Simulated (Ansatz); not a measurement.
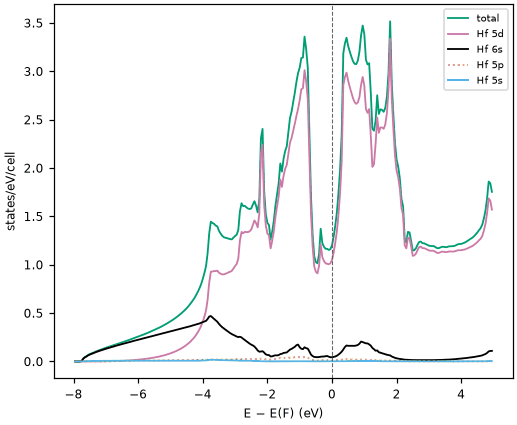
Figure: Total and projected density of states of Hf (hcp (Mg type), space group No. 194), plane-wave PAW r²SCAN (Ansatz code)

Problem. Which orbitals carry the states next to the Fermi level?

Solution. Within 0.5 eV of the Fermi level: Hf 5d 88 %, outside the projected shells 6 %. Projections are on Löwdin-orthogonalised atomic valence shells; empty p or d shells of many metals are not among them.

Problem. Where is the tallest occupied peak in this window, and what makes it?

Solution. Near -0.9 eV, about 3.4 states/eV per cell; the largest projected share is Hf 5d.

Space group P6_3/mmc (hcp (Mg type)). The cell was relaxed with r²SCAN under the symmetry of its start; of distortions, only those at the zone centre were tested. No spin polarisation was allowed. Scalar-relativistic: spin–orbit coupling is off unless named, which matters more the heavier the elements.

Potentials: the earlier of the program's two PAW sets.
